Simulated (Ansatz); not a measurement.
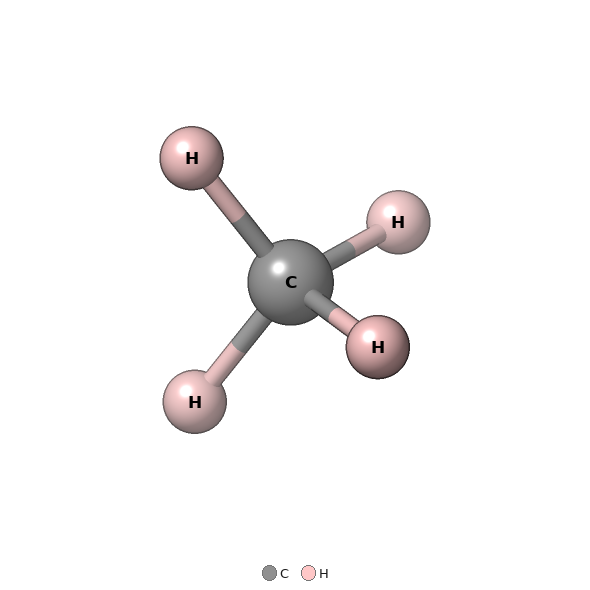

Simulated data, not a measurement (program: Ansatz).

Orthographic view. Depth is shown by fading: the farther an atom, the more it takes the colour of the background. Geometry: a fixed input geometry, not necessarily a minimum.

Q: Write the InChI string.

A: InChI=1S/CH4/h1H4
